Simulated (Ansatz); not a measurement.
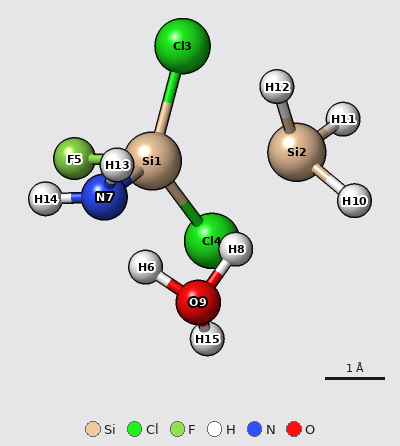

The structure as given in the input (ball-and-stick view, seen at a tilt; atoms are numbered from 1 in the order of the input). Bond lengths as drawn: Cl–Si 2.04 to 2.06 Å, F–Si 1.61 Å, H–N 1.02 Å, H–O 0.97 to 1.14 Å, H–Si 1.49 to 1.51 Å and N–Si 1.78 Å.

**Run report: Si₂NH₈Cl₂OF, single-point calculation**

The run: single-point calculation of Si₂NH₈Cl₂OF. Method and program: RKS PBE0-D4/def2-TZVPP (Ansatz 0.2.0).

The geometry is a transition state. The reaction was set up to form Si1–N7, H6–O9 and Si2–H8 and to break Si1–Si2, H6–N7 and H8–O9 (atoms counted from 1 in the order of the input); sticks are drawn by distance alone. The geometry comes from this level: PBE0-D4/def2-TZVP.

Log:
```
Functional definition: PBE0
  name "PBE0"
  cite "Adamo & Barone, J. Chem. Phys. 110, 6158 (1999) doi:10.1063/1.478522"
  cite "Perdew, Burke & Ernzerhof, Phys. Rev. Lett. 77, 3865 (1996) doi:10.1103/PhysRevLett.77.3865"
  parent pbe
  parameter a = 0.25
  parameter kappa = 0.804
  parameter beta = 0.06672455060314922
  exchange = (1 - a)*pbe_x(kappa = kappa, mu = beta*pi^2/3) + a*exact_x
  correlation = pbe_c(beta = beta)
2166 factors; their error is unknown
mean field evaluation 1: about -47162.5334 eV, gradient 7.1e1 eV
mean field evaluation 2: about -47155.2229 eV, gradient 9.5e1 eV
mean field evaluation 4: about -47170.7765 eV, gradient 4.1e0 eV
mean field evaluation 8: about -47170.8120 eV, gradient 8.2e-2 eV
mean field evaluation 16: about -47170.9218 eV, gradient 1.8e-4 eV
mean field -47170.92181830 eV, -1733.4994032232 hartree, gradient 3.2e-5 eV, S^2 0.000000; 0 other end points of the search recorded, 0 dependent functions left out
reference -47170.92185465 eV, -1733.4994045593 hartree; 47, 47 occupied and 326, 326 virtual orbitals, 2166 factors
Total energy: -47171.37161427 eV, -1733.5159329202 hartree
```

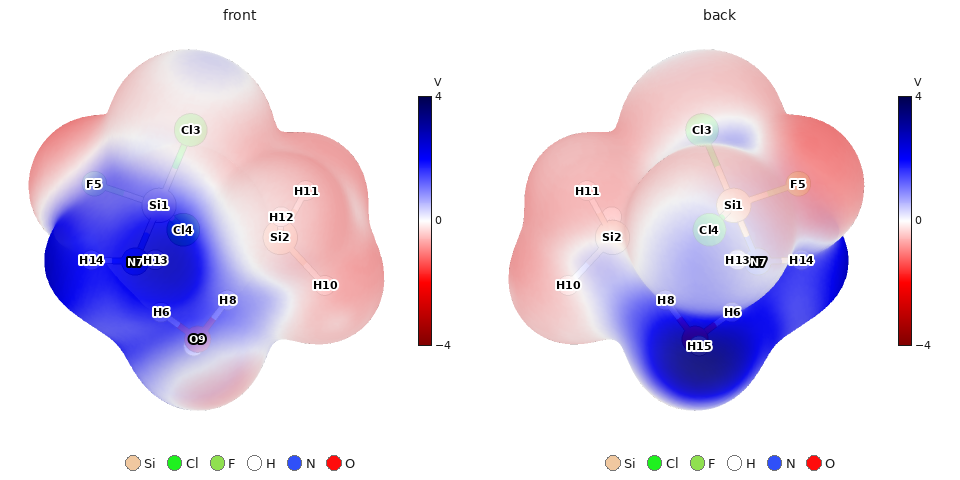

The electrostatic potential painted on the density surface at 0.002 e/bohr³, seen face on and from behind; the colour scale runs from red (negative) to blue (positive).

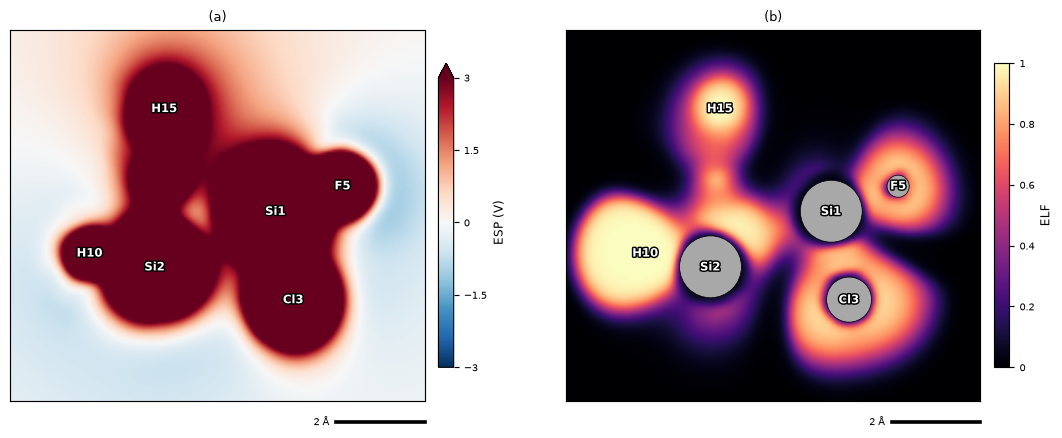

(a) molecular electrostatic potential; (b) ELF on the plane of atoms Cl3, Si1 and F5. Grey discs, where drawn, cover atomic cores. Atoms in the plane: Si, Cl, F and H. Si–F (1.61 Å): the ELF peaks at about 0.85 between the atoms. Si–Cl (2.04 Å): the ELF peaks at about 0.85 between the atoms (a shared but strongly polarised pair). Si–H (1.51 Å): the ELF climbs to about 1 towards the hydrogen, as it does in any bond to H.

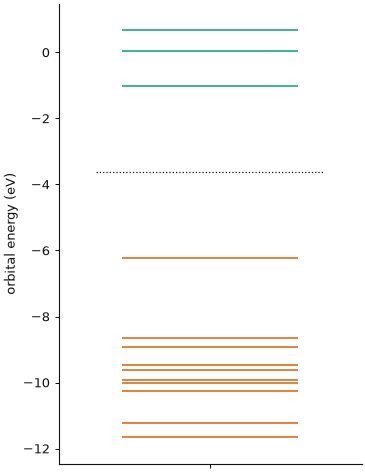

Orbital energies near the frontier; the dotted line parts filled from empty levels, and levels within 0.02 eV of each other stand side by side. Highest filled −6.24 eV, lowest empty −1.02 eV, 5.22 eV apart.

This output came from the following input.

The input:
```yaml
crystal:
  periodic: [false, false, false]
  atoms:
    - {symbol: Si, position_ang: [-1.130362, 0.873679, -0.297538]}
    - {symbol: Si, position_ang: [0.336710, -1.677414, -0.909379]}
    - {symbol: Cl, position_ang: [-1.537842, 0.558665, -2.270172]}
    - {symbol: Cl, position_ang: [-2.154600, -0.207037, 1.128515]}
    - {symbol: F, position_ang: [-1.932315, 2.259136, -0.089544]}
    - {symbol: H, position_ang: [0.845389, 0.701858, 1.253940]}
    - {symbol: N, position_ang: [0.452737, 1.540242, 0.172884]}
    - {symbol: H, position_ang: [0.678407, -0.802009, 0.815745]}
    - {symbol: O, position_ang: [1.073121, -0.268820, 1.739084]}
    - {symbol: H, position_ang: [1.146926, -2.788965, -0.292175]}
    - {symbol: H, position_ang: [-0.913839, -2.340095, -1.375987]}
    - {symbol: H, position_ang: [1.120468, -1.284195, -2.123446]}
    - {symbol: H, position_ang: [1.175129, 1.326314, -0.507469]}
    - {symbol: H, position_ang: [0.404664, 2.545933, 0.310792]}
    - {symbol: H, position_ang: [0.435207, -0.437391, 2.445048]}
basis:
  gaussian: {orbitals: def2-TZVPP}
hamiltonian: {xc: pbe0, dispersion: d4}
output: {orbitals: {seedname: orbitals}}
```

Launched with:
```bash
ansatz run in.yaml --threads 4 --pin off --events-out ev --progress --plain --max-ram 66560MiB --backend cuda --devices 0, --max-vram 37GiB
```

Summary:

```tsv
quantity	value
outcome	converged
total energy	−47171.3716 eV
mean-field energy	−47170.9219 eV
dispersion energy	−0.4498 eV
SCF solution under orbital rotations	stable
HOMO	−6.24 eV
LUMO	−1.02 eV
hardware	4 CPU threads, shared host
wall time	4.2 s (CPU time 5.6 s)
peak memory	0.88 GiB
```
